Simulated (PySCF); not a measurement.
Input file:

```
{"job": {"kind": "nmr", "xc": "PBE0", "basis": "pcSseg-1"}, "charge": 0, "multiplicity": 1}
C      2.764398     0.566371    -1.038856
C      1.604478    -0.008610    -0.763069
C      1.250224    -0.562892     0.546234
C      0.364682    -1.784557     0.614864
C     -0.180030    -0.470409     1.056155
N     -1.193271     0.237213     0.343613
Si    -1.111879     1.966003     0.532939
Si    -2.264120    -0.622710    -0.718436
H      2.985906     0.964508    -2.013749
H      3.540502     0.659502    -0.296795
H      0.840269    -0.090704    -1.524385
H      2.030564    -0.475809     1.293731
H      0.024697    -2.189561    -0.325049
H      0.576438    -2.533007     1.363969
H     -0.260059    -0.326327     2.132134
H     -2.340923     2.499815    -0.038929
H      0.074753     2.503360    -0.138776
H     -1.021521     2.239023     1.971220
H     -1.644536    -0.903594    -2.024224
H     -2.619786    -1.882858    -0.064089
H     -3.429706     0.232187    -0.908973
```

Run with:

```sh
OMP_NUM_THREADS=1 python probes_run.py task.json out
```

Geometry: GFN2-xTB.

The calculation used PBE0/pcSseg-1, SCF density, gas phase, non-relativistic (PySCF).

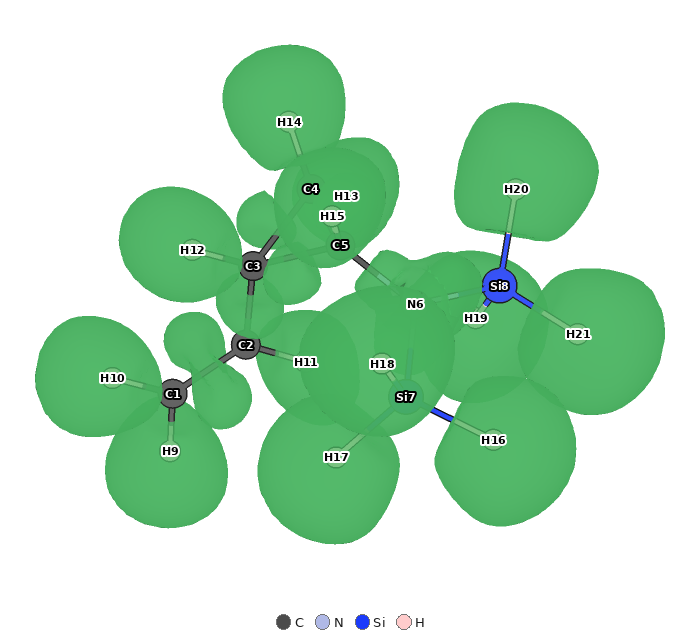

C$_{5}$H$_{13}$NSi$_{2}$. Isosurface of the electron localisation function at 0.75 (green), seen at a tilt. Only the valence region is drawn (cores and ρ < 0.01 e/Å³ removed).

Identify the bonds, lone pairs and shells in this picture.

The surface consists of five regions between bonded C–C atoms (shared pairs), 13 regions around hydrogen nuclei and one region on N in which the atom's valence shell and bonds are merged. Along the contacts the grid gives the following. C–C (1.32 Å): the ELF peaks at about 0.90 between the atoms: a multiple bond. C–N (1.43 Å): the ELF peaks at about 0.90 between the atoms (a shared electron pair).
